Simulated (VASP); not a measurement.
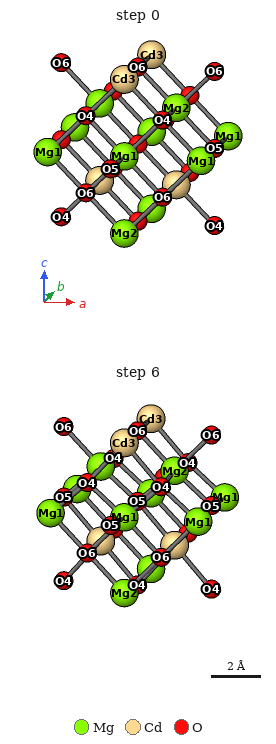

The structure of crystalline Mg2CdO3 (a generated structure, set up in Immm) before (top) and after (bottom) a relaxation, at one scale.

Style: ball-and-stick. Shown: the atoms within 5.0 Å of the atom that moves most (axes of the conventional cell (2 times the calculation's cell)), slightly off an axis. Lengths and directions refer to the drawn axes.

The run lets cell and atoms move.

Computed with VASP 6.6.1, Kohn-Sham DFT of a periodic cell, PBE, VASP PAW PBE potentials, recommended.

The input:
```
SYSTEM = Mg2CdO3
ALGO = Fast
EDIFF = 1E-4
EDIFFG = -0.08
ENCUT = 520
GGA = PE
IBRION = 2
ISIF = 3
ISMEAR = 0
LASPH = .True.
LCHARG = .False.
LREAL = .False.
LWAVE = .False.
NELM = 60
NSW = 24
PREC = Normal
SIGMA = 0.15
```

Run as
```bash
cat potpaw_PBE.64/Mg/POTCAR potpaw_PBE.64/Cd/POTCAR potpaw_PBE.64/O/POTCAR > POTCAR
mpirun -np 1 vasp_std > vasp.out
```

> Summarise the run.

The largest moves relative to the cell, 0.18 Å, are those of O4 and O5. O5 goes along +c. Largest moves by element: O 0.18 Å, Mg 0.02 Å. Cd stays in place. The drawn cell changes as follows: a 3.249 → 3.129 Å (−3.7 %), b 4.599 → 4.493 Å (−2.3 %), c 9.758 → 9.486 Å (−2.8 %); the volume changes by −8.5 %. Some distances before and after: Mg1–O4 2.298 → 2.087 Å, Mg1–O6 2.299 → 2.236 Å, Cd3–O4 2.299 → 2.358 Å, Cd3–O6 2.299 → 2.246 Å. Bond angles that change, for instance: O4–Mg2–O4 180.0° → 171.5°, Mg1–O5–Mg1 180.0° → 171.5°, O5–Mg2–O5 90.0° → 97.1°. The space group stays Immm (No. 71). Over 6 geometry steps the energy falls by 92.8 meV per atom. The largest force component goes from 1.8 to 0.051 eV/Å. The pressure goes from −8.50 to −0.49 GPa. It ran on 1 thread of Intel(R) Xeon(R) Platinum 8488C (Sapphire Rapids) (shared host).
